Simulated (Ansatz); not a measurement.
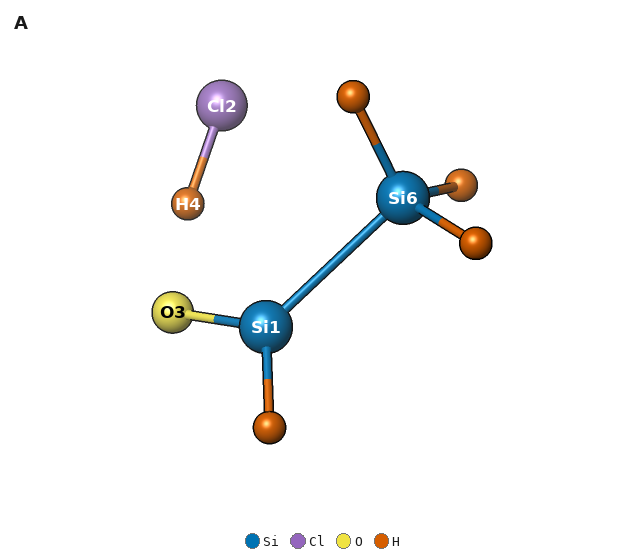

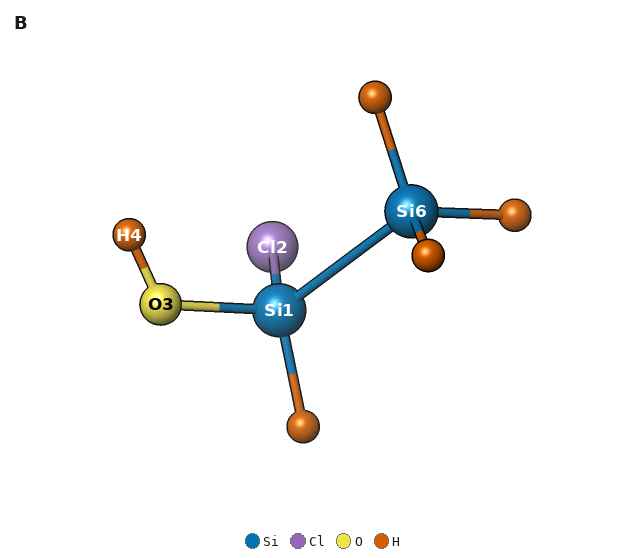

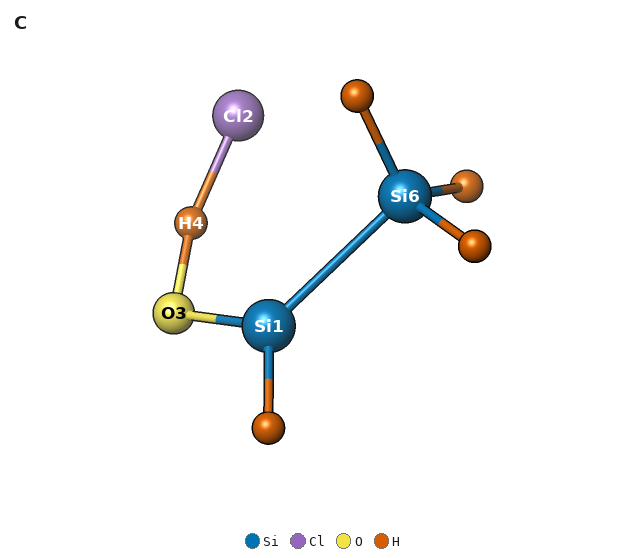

Three stationary points along one reaction path, in mixed order. Sticks follow a distance rule, so a partial bond may show as a full stick or not at all. The species is neutral and a spin singlet. Geometries: PBE0-D4/def2-TZVP; all other levels are single points on them, and energies count from the start as drawn. Program: Ansatz 0.2.0. In CBS estimates cores are frozen, and CCSD(T) − MP2 is taken in the smaller basis.

### Which panel shows the transition state?

C.

### Which bonds form and which break from B to A?

Formed: Cl2–H4; broken: Si1–Cl2, O3–H4. At the saddle point Cl2···H4 is 1.51 Å, Si1···Cl2 is 3.26 Å, O3···H4 is 1.26 Å.

Give the electronic barrier and the reaction energy from B to A in eV (no zero-point energy) with CCSD(T)/CBS (MP2 limit from def2-TZVPP and def2-QZVPP plus CCSD(T) − MP2); ωB97M-V/def2-SVP.

```tsv
level	barrier	reaction energy
CCSD(T)/CBS (MP2 limit from def2-TZVPP and def2-QZVPP plus CCSD(T) − MP2)	2.669	+2.587
ωB97M-V/def2-SVP	2.630	+2.582
```
